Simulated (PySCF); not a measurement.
C6H12P (charge +1)

```csv
atom,x (Å),y (Å),z (Å)
C,-2.9751,-0.6394,0.0869
C,-2.2521,0.4746,-0.6700
C,-0.9640,0.7722,-0.0574
C,-0.0462,1.6151,0.4064
P,0.4544,-0.0779,0.6771
C,1.9522,-0.6661,-0.2041
C,3.2109,-0.2073,0.5269
H,-2.3646,-1.5416,0.1112
H,-3.1902,-0.3333,1.1076
H,-3.9139,-0.8725,-0.4056
H,-2.8502,1.3896,-0.6833
H,-2.0895,0.1633,-1.7067
H,0.1757,2.6554,0.5151
H,0.4248,-0.4020,2.0196
H,1.9045,-0.2641,-1.2210
H,1.9147,-1.7579,-0.2627
H,3.2859,0.8779,0.5422
H,3.2272,-0.5727,1.5523
H,4.0857,-0.6040,0.0177
```

Geometry: GFN2-xTB.

Level of theory: PBE0/pcSseg-1, SCF density, gas phase, non-relativistic (PySCF 2.14.0).

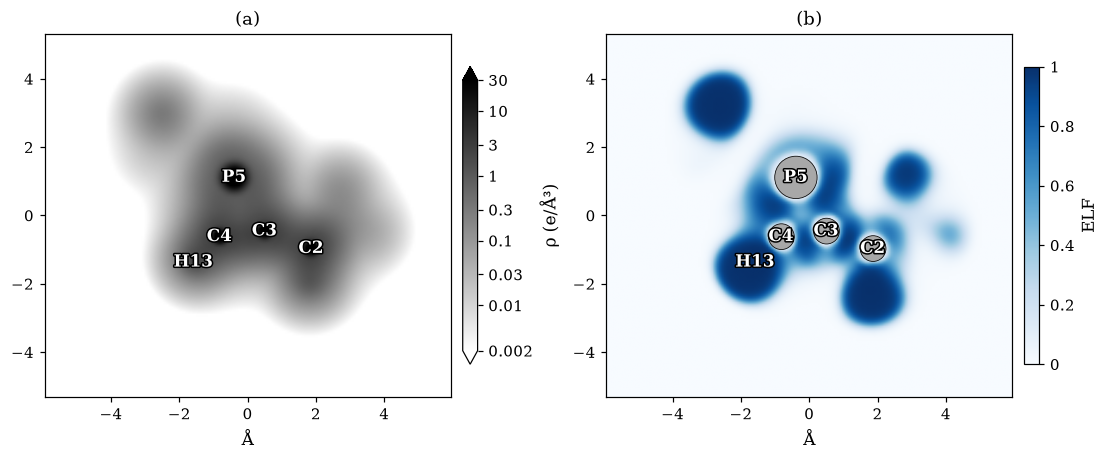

Figure 1. (a) electron density; (b) electron localisation function on the plane of atoms P5, C4 and H13. Grey discs cover the atomic cores in the ELF map.

Q: Describe what can be read from this map.

A:
- Atoms in the plane: C, P and H.
- C–C (1.33 Å): the density is about 2.3 e/Å³ at the midpoint; the ELF peaks at about 0.90 between the atoms (a multiple bond).
- C–P (1.79 Å): the density is about 1.1 e/Å³ at the midpoint; the ELF peaks at about 0.80 between the atoms, as expected for a shared electron pair.
- C–H (1.07 Å): ρ is about 2.1 e/Å³ halfway; the ELF climbs to about 1 towards the hydrogen, as it does in any bond to H; a covalent bond by its length.
- C–C (1.46 Å): ρ at the midpoint is about 1.8 e/Å³; the ELF peaks at about 0.95 between the atoms, as expected for a covalent bond.
- C–P (1.81 Å): ρ is about 1 e/Å³ halfway; the ELF peaks at about 0.75 between the atoms.

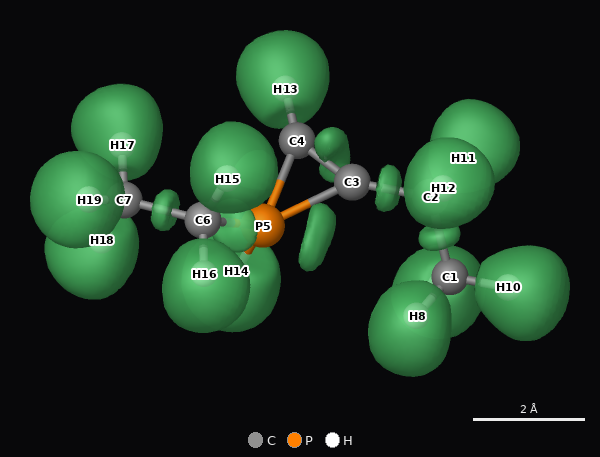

Figure 2. Isosurface of the ELF at 0.85 (green), seen at a tilt. Only the valence region is drawn (cores and ρ < 0.01 e/Å³ removed).

Q: Describe the localisation domains.

A: The surface consists of four regions between bonded C–C atoms (shared pairs), two regions between bonded C–P atoms (shared pairs), twelve regions around hydrogen nuclei and one lobe on P, pointing away from the bonds (lone pairs).
